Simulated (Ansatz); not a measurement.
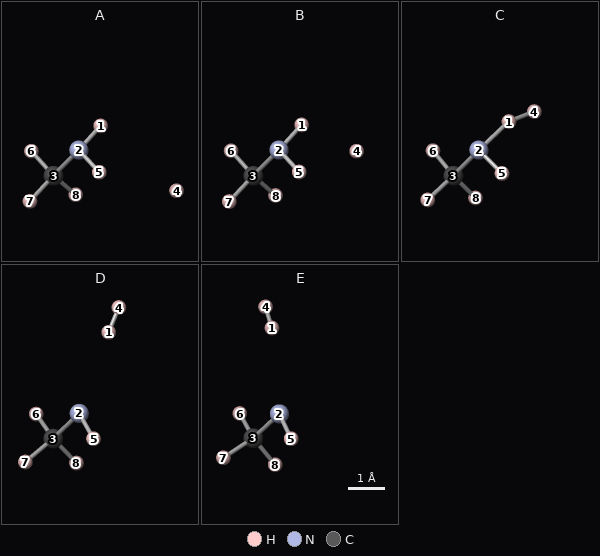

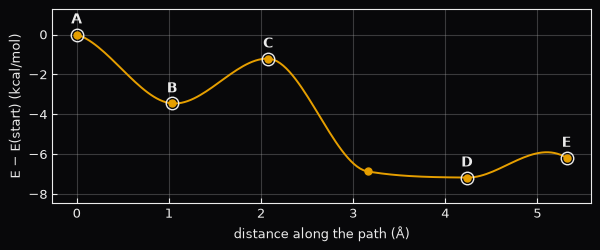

NEB run on CH₆N (multiplicity 2), made up of CH$_{5}$N and H. Images are numbered from 0 (start) to 5 (end). Frames A to E are images 0, 1, 2, 4, 5. A ball-and-stick model, seen from a free direction.

Theory: Ansatz 0.2.0, UKS BLYP-D4/def2-SVP. Run with 4 movable images; climbing image.

> What happens along the path, and what is the barrier?

Relative to the start the highest point is image 0 at 0.0 kcal/mol and the end lies at −6.2 kcal/mol, but the profile dips to −7.2 kcal/mol at image 4 on the way, so an end point isn't at the bottom of its valley along this path. A hydrogen atom shifts from one atom to another. Breaking: H1–N2 (1.01 → 2.59 Å). Forming: H1–H4 (3.03 → 0.75 Å). The band converged in 22 iterations. The largest component of the band force went from 4.2 to 0.034 eV/Å. The largest force component is 0.69 eV/Å at the start and 0.76 eV/Å at the end; an end with forces this large is no minimum, and the barrier measured from it can be far off.

Limits of the set-up: the start holds two separate molecules, 2.9 Å apart at their closest, whose relative position is a soft coordinate.

The run took 110 s on 2 threads of Arm Neoverse V1, with other jobs on the host.
